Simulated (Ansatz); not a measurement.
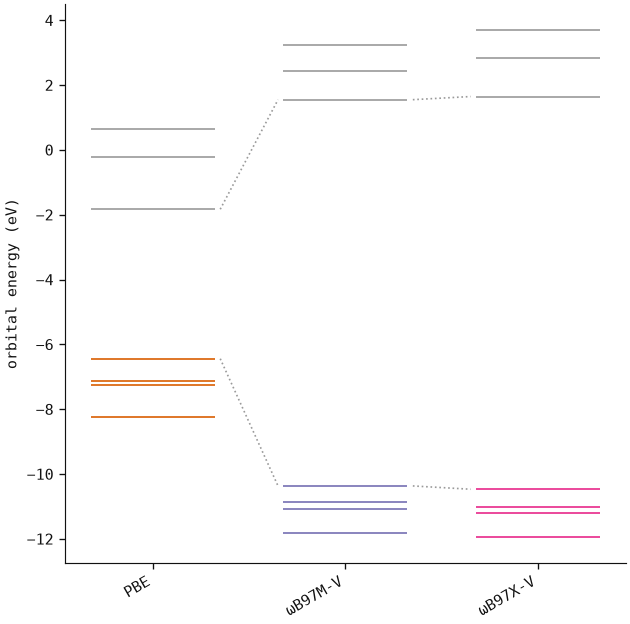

Frontier orbital energies of C₃H₆ClN, SMILES C[C@@H](Cl)/C=N/[H] at one geometry, def2-TZVPP, the Ansatz code 0.2.0, at a PBE0-D4/def2-TZVP geometry (no frequency check). Empty levels are grey, levels within 0.1 eV stand side by side; all columns show the same few orbitals around the gap. Dotted lines join the HOMOs and the LUMOs.

### Compare the HOMO-LUMO separations.

The separation grows from 4.61 eV (PBE) to 12.11 eV (ωB97X-V).

```
  level  HOMO (eV)  LUMO (eV)  separation (eV)
    PBE      −6.44      −1.83             4.61
ωB97M-V     −10.37       1.55            11.92
ωB97X-V     −10.47       1.64            12.11
```

Limits of at least one run: empty levels above zero depend strongly on the basis; one conformer of a flexible molecule.
